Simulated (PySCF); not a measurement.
# C6H5Br: the cost of one run

Computed with PySCF 2.14.0, with density-fitted response routines of our own, on a single molecule in the gas phase. Atoms count from 0, in the outputs and in this text.

### Step 1. The molecule as given

12 atoms, charge 0, multiplicity 1; geometry from: GFN2-xTB.

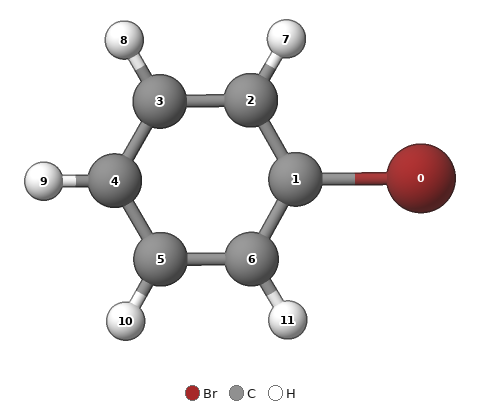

As it starts; bromine red, carbon grey, hydrogen white, atoms numbered.

### Step 2. Geometry optimisation at PBE0-D3(BJ)/def2-SVP

What the job is given:

```
{"job": {"xc": "PBE0", "basis": "def2-SVP", "d3": "d3bj", "grid": 2, "kind": "geom"}, "charge": 0, "multiplicity": 1}
Br     1.622820     0.106930     0.004180
C     -0.281680    -0.018770     0.001580
C     -1.036260     1.141430    -0.016010
C     -2.416900     1.043020    -0.020790
C     -3.028840    -0.199380    -0.010990
C     -2.259290    -1.351040     0.007220
C     -0.877660    -1.267500     0.010450
H     -0.550610     2.105140    -0.023540
H     -3.013060     1.942930    -0.033610
H     -4.105810    -0.270610    -0.016460
H     -2.732320    -2.321370     0.016940
H     -0.269860    -2.159190     0.021160
```

Q: Estimate the wall time of this first job on 4 threads of Intel Xeon at 2.50GHz (Skylake/Cascade Lake), shared host.

About 1.8 min.
